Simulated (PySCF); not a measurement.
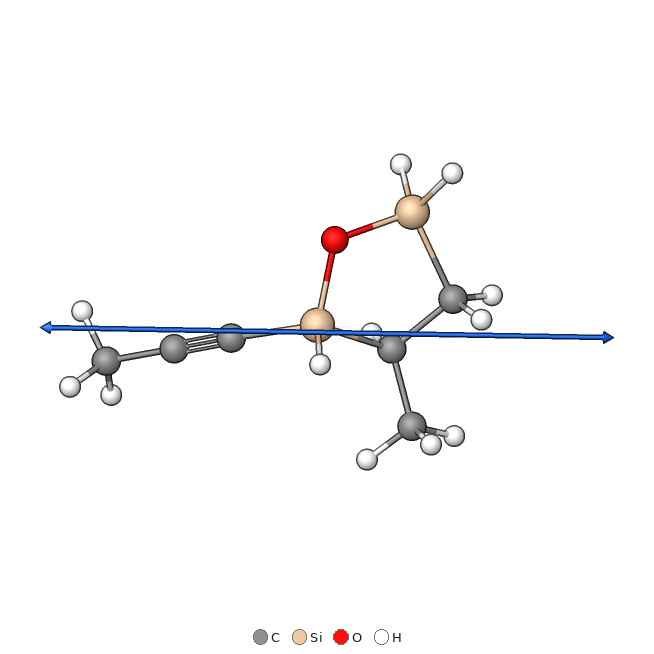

The double arrow shows the direction of the transition dipole to excited singlet state 5 (its length means nothing). The computed structure is the end point of a PBE0-D3(BJ)/def2-SVP optimisation. No frequency run is at hand to confirm it as a minimum. Method: TDDFT CAM-B3LYP/def2-SVPD, vertical, gas phase, core orbitals frozen in the response (PySCF 2.14.0).

Question. Give its energy, strength and character.

Answer. 7.19 eV (172 nm), oscillator strength 0.015, mainly HOMO → LUMO+1 (weight 0.66); transition dipole 0.74 D.
